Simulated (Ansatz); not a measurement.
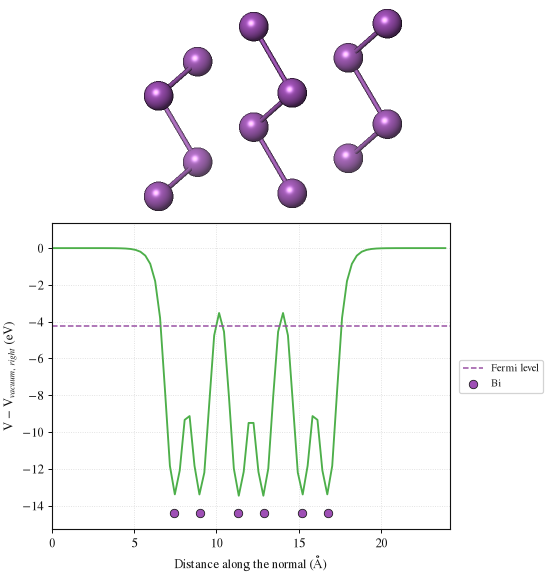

Plane-averaged electrostatic potential energy of an electron across the slab; circles at the bottom mark the heights of the atoms (positions after relaxation). The structure is drawn too.

System: a (101) slab cut from Bi (R-3m), 6 atoms in the cell. Starting structure of the relaxation:

```cif
data_structure
_symmetry_space_group_name_H-M 'P 1'
_symmetry_Int_Tables_number 1
_cell_length_a 4.5332
_cell_length_b 4.6854
_cell_length_c 24.2054
_cell_angle_alpha 90.000
_cell_angle_beta 90.000
_cell_angle_gamma 118.931
_cell_volume 449.96
loop_
_atom_site_label
_atom_site_type_symbol
_atom_site_fract_x
_atom_site_fract_y
_atom_site_fract_z
_atom_site_occupancy
Bi1 Bi 0.97218 0.94436 0.30985 1
Bi2 Bi 0.33333 0.66666 0.38274 1
Bi3 Bi 0.62494 0.24988 0.46356 1
Bi4 Bi 0.98609 0.97217 0.53644 1
Bi5 Bi 0.27769 0.55539 0.61726 1
Bi6 Bi 0.63884 0.27768 0.69015 1
```

Ansatz 0.2.0; DFT PBE+D3(BJ), scalar-relativistic, plane waves, PAW, no spin polarisation, 9×9×1 k mesh, 420 eV cutoff.

Q: What is the work function?

A: The work function is 4.22 eV, the same on both faces. The two vacuum levels agree, so the slab has no net dipole along its normal.

Q: How thick are slab and vacuum?

A: The outermost atoms are 9.3 Å apart, which leaves 14.9 Å of vacuum in a cell 24.2 Å high.

Spin-orbit coupling is left out, which matters for Bi.
